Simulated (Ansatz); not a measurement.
# N2 (triplet): inputs that go wrong at distance N1–N2 = 1.370 Å

3 inputs are run for N2 (triplet) as typed; the log has to tell whether the result can be used and what must change.

Method: the settings change from run to run; program: Ansatz 0.2.0, Gaussian basis.

36 further runs of the same task are left out: 4 for a known fault of the program, 23 that didn't finish, 9 set aside as unsound or not needed. Runs told in other sessions of the task aren't counted.

## (1) The system

The geometry derives from a PBE0/def2-TZVP stationary point (not a proven minimum). One bond is set to the value named and the two fragments are kept rigid.

2 atoms, charge 0, spin multiplicity 3.

Atoms are counted from 1 here; the program's logs count them from 0.

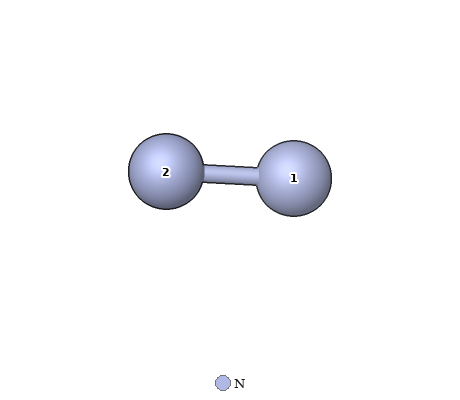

The structure; nitrogen light blue; atoms are numbered from 1 in the order of the file.

## (2) Try 1

Contents of in.yaml:

```yaml
crystal:
  periodic: [false, false, false]
  atoms:
    - {symbol: N, position_ang: [0.000000, 0.000000, 0.000000]}
    - {symbol: N, position_ang: [0.000000, 0.000000, 1.370000]}
basis:
  gaussian: {orbitals: 6-31G}
magnetization: {spin_polarized: false, initial_magnetization: 2}
correlation: {method: CCSDT(Q), electrons: valence}
scf: {lower_state_search: off}
```

Run with:

```bash
ansatz run in.yaml --threads 1 --pin off --events-out ev --progress --plain --max-ram 2393MiB
```

The program printed:

```text
Error: YAML parse error: error: line 9 column 23: unknown variant `CCSDT(Q)`, expected one of mp2, rpa, ccsd, ccsd_t, bccd, bccd_t, ccsdt, ccsdt_q, ccsdt_q_b, ccsdtq, fci, sc_nevpt2, fic_nevpt4_sd, fic_mrcisd_q, fic_mrcisd_q_relaxed
  --> <input>:9:23
   |
 7 |   gaussian: {orbitals: 6-31G}
 8 | magnetization: {spin_polarized: false, initial_magnetization: 2}
 9 | correlation: {method: CCSDT(Q), electrons: valence}
   |                       ^ unknown variant `CCSDT(Q)`, expected one of mp2, rpa, ccsd, ccsd_t, bccd, bccd_t, ccsdt, ccsdt_q, ccsdt_q_b, ccsdtq, fci, sc_nevpt2, fic_nevpt4_sd, fic_mrcisd_q, fic_mrcisd_q_relaxed
10 | scf: {lower_state_search: off}
   |
```

It took 0.03 s on 1 thread of Arm Neoverse V1, shared host.

**Diagnosis.** The run was refused. The method's name isn't one that the program knows. Fix: name one from the list in the message.

## (3) Try 2

Contents of in.yaml:

```yaml
crystal:
  periodic: [false, false, false]
  atoms:
    - {symbol: N, position_ang: [0.000000, 0.000000, 0.000000]}
    - {symbol: N, position_ang: [0.000000, 0.000000, 1.370000]}
basis:
  gaussian: {orbitals: 6-31G}
magnetization: {spin_polarized: false, initial_magnetization: 2}
hamiltonian: {xc: r2scan}
correlation: {method: sc_nevpt2, electrons: outside_noble_gas, active_space: {window: {electrons: 4, orbitals: 4}}}
```

Same command.

The program printed:

```text
Error: invalid value for `correlation.active_space`: it starts from restricted Hartree–Fock orbitals; set hamiltonian.xc: hf without magnetization.spin_polarized
```

It took 0.03 s on 1 thread of Arm Neoverse V1, shared host.

Diagnosis: The run was refused. An active space is asked on a functional's orbitals. Cure: start from Hartree-Fock.

## (4) Try 3

Contents of in.yaml:

```yaml
crystal:
  periodic: [false, false, false]
  atoms:
    - {symbol: N, position_ang: [0.000000, 0.000000, 0.000000]}
    - {symbol: N, position_ang: [0.000000, 0.000000, 1.370000]}
basis:
  gaussian: {orbitals: def2-SVPD}
magnetization: {spin_polarized: false, initial_magnetization: 3}
hamiltonian: {pseudopotentials: {relativity: none}}
correlation: {active_space: {window: {electrons: 2, orbitals: 7}, states: [{multiplicity: 3, weights: [1, 1]}], root: 1}}
scf: {lower_state_search: light}
output: {forces: true}
```

Launched as before.

The program printed:

```text
Error: a molecule whose nuclei and cores have a total charge of 14 cannot have a net charge of 0 together with 3 unpaired electrons
```

Run time: 0.03 s. Hardware: 1 thread of Arm Neoverse V1, shared host.

**Diagnosis.** The run was refused. The number of unpaired electrons doesn't fit the electron count. To mend it, make charge and initial_magnetization agree.

## (5) How the runs ended

| try | level | ended | cause | time |
| --- | --- | --- | --- | --- |
| 1 | 'CCSDT(Q)'/6-31G | refused | the method's name isn't one that the program knows | 0.03 s |
| 2 | NEVPT2(4,4)/6-31G | refused | an active space is asked on a functional's orbitals | 0.03 s |
| 3 | CASSCF(2,7)/def2-SVPD | refused | the number of unpaired electrons doesn't fit the electron count | 0.03 s |

3 refused.
